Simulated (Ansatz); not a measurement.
# ClGaH4N2···H2: what the fields show

Input

```
crystal:
  periodic: [false, false, false]
  atoms:
    - { symbol: Ga, position_ang: [0.0, 0.0, 0.0] }
    - { symbol: H, position_ang: [0.0, 0.0, 1.92] }
    - { symbol: "N", position_ang: [1.6714, 0.0, -0.965] }
    - { symbol: H, position_ang: [2.138, -0.9179, -1.2168] }
    - { symbol: H, position_ang: [2.1227, 0.9179, -1.2432] }
    - { symbol: "N", position_ang: [-1.6714, 0.0, -0.965] }
    - { symbol: H, position_ang: [-2.3403, -0.8164, -0.8664] }
    - { symbol: H, position_ang: [-1.9204, 0.8164, -1.5936] }
    - { symbol: Cl, position_ang: [0.1138, 2.4077, 0.8009] }
    - { symbol: H, position_ang: [0.0466, 0.985, 1.9581] }
basis:
  gaussian: { orbitals: def2-SVP }
hamiltonian:
  xc: r2scan
  dispersion: d4
relax:
  f_tol: 0.15
  max_steps: 25
  restrain:
    - { distance: [0, 8], at: 2.24, k: 30.0 }
    - { distance: [9, 1], at: 0.66, k: 30.0 }
    - { distance: [0, 1], at: 2.77, k: 30.0 }
    - { distance: [9, 8], at: 2.57, k: 30.0 }
output:
  orbitals: {}
```

Launched as:

```sh
ansatz run input.yaml --threads 4 --pin off --max-ram 5120MiB --backend cpu --events-out ev --progress --plain --runs-dir out
```

The fields are those of the run's last geometry, not of the input's.

Not at a stationary point (largest force 1.8 eV/Å).

All numbers below come from RKS r2SCAN-D4/def2-SVP (Ansatz 0.2.0).

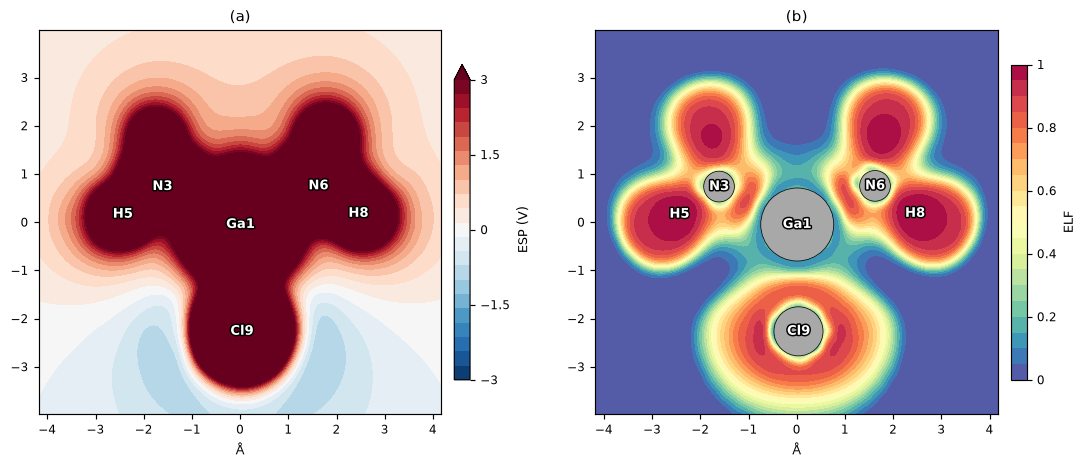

Figure 1. (a) molecular electrostatic potential; (b) electron localisation function on the plane of atoms N3, Ga1 and Cl9. Grey discs cover the atomic cores in the ELF map.

> Interpret the plot.

- The section cuts through Ga, N, H and Cl sites.
- Ga–N (1.80 Å): the ELF peaks at about 0.85 in the valence shell of N, 0.6 Å from its nucleus, and is about 0.30 at the midpoint.
- Ga–Cl (2.22 Å): the ELF peaks at about 0.85 in the valence shell of Cl, 0.8 Å from its nucleus, and is about 0.55 at the midpoint.
- N–H (1.01 Å): the ELF climbs to about 1 towards the hydrogen, as it does in any bond to H; a covalent bond by its length.
- The ELF also peaks beside Cl9, away from the bonds: lone-pair regions.
- Outside the dense part of the complex the potential is most negative (−1.0 V) near Cl9.

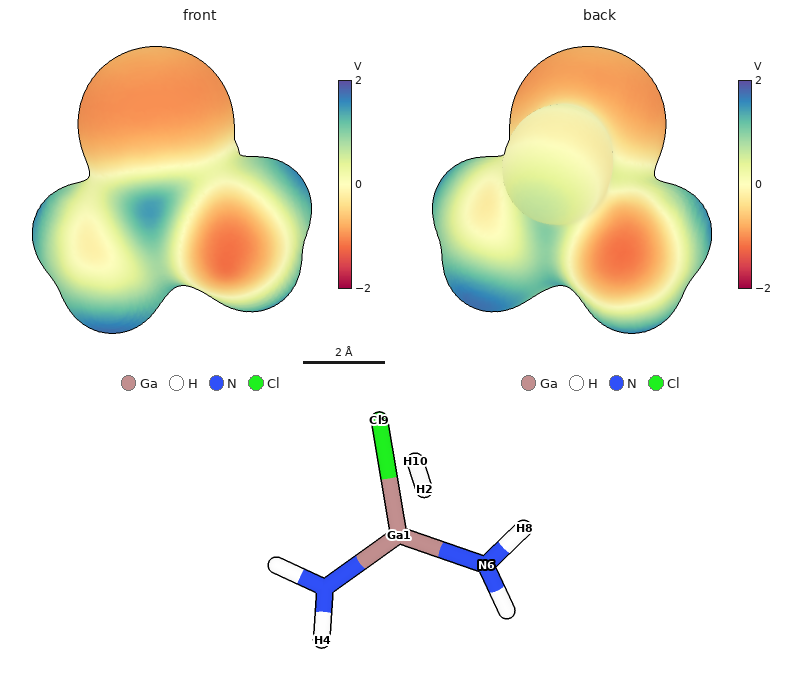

Figure 2. The electrostatic potential painted on the density surface at 0.002 e/bohr³, seen from the front and from behind; the colour scale runs from red (negative) to blue (positive). The bare structure is drawn below in the same view.

> Where is the surface potential most negative and most positive?

The most negative region (about −1.2 V, or −28 kcal/mol for a unit charge) lies over N3 and N6, the most positive (about +1.7 V, or +39 kcal/mol for a unit charge) over H4 and H7.

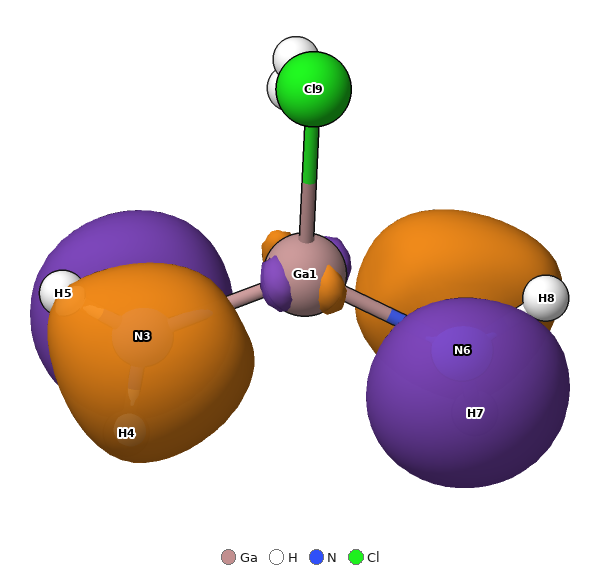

Figure 3. The HOMO at ±0.1 Å⁻³ᐟ² (orange and purple are the two phases), seen across its widest extent.

> What is the character of this orbital?

By Hirshfeld shares it lies mainly on N3 (about 40 %), N6 (about 40 %) and Ga1 (about 10 %); largely a combination of lone pairs on N3 and N6. Its energy is −5.99 eV.
